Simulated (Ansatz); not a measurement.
The cell below is As (R-3m). The cell is taken from coordinates from a relaxation at fixed volume with Ansatz, DFT r2SCAN, scalar-relativistic, plane waves, PAW.

```
As
1.0
     3.58634    0.00000    0.00000
    -1.79317    3.10586    0.00000
     0.00000    0.00000   15.37249
As
6
Direct
  0.33333 0.66667 0.87778
  0.00000 0.00000 0.78888
  0.00000 0.00000 0.21112
  0.66667 0.33333 0.12222
  0.66667 0.33333 0.54445
  0.33333 0.66667 0.45555
```

Atoms are hard spheres with van der Waals radii (Alvarez): As 1.88 Å.

Q: Find the largest hole by geometry, and further ones that a grid search gives (radius above 0.15 Å; smaller ones may be missed, and maxima closer than 0.25 Å are merged).

A:
| hole | site | x, y, z | radius (Å) | nearest atoms | shape |
| --- | --- | --- | --- | --- | --- |
| V1 | 3a | 0.333, 0.667, 0.667 | 0.92 | 6 As (then 2 As) | octahedral |
| V2 | 6c | 0.667, 0.333, 0.704 | 0.57 | 4 As | tetrahedral |
| V3 | 3b | 0.333, 0.667, 0.167 | 0.30 | 6 As | distorted octahedral |

Nearest atoms are those whose sphere lies within 0.15 Å of the hole's sphere; in brackets, those within 0.5 Å. The largest sphere that fits anywhere has a diameter of 1.83 Å; the largest that can travel through the crystal, about 1.0 Å.

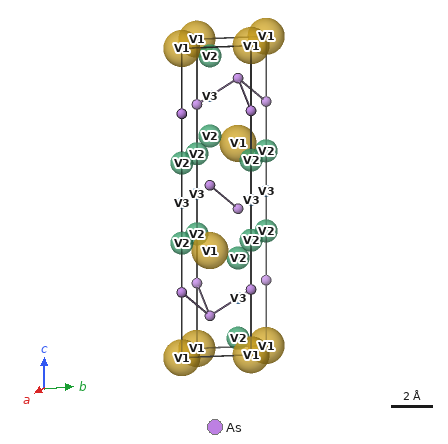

Translucent spheres (V1, V2, V3) fill the 3 holes listed first by a grid search for holes with a radius above 0.15 Å (the largest is sure; smaller ones may be missed, and maxima closer than 0.25 Å are merged) at their true size; atoms are drawn smaller than their model radii. View slightly off an axis.
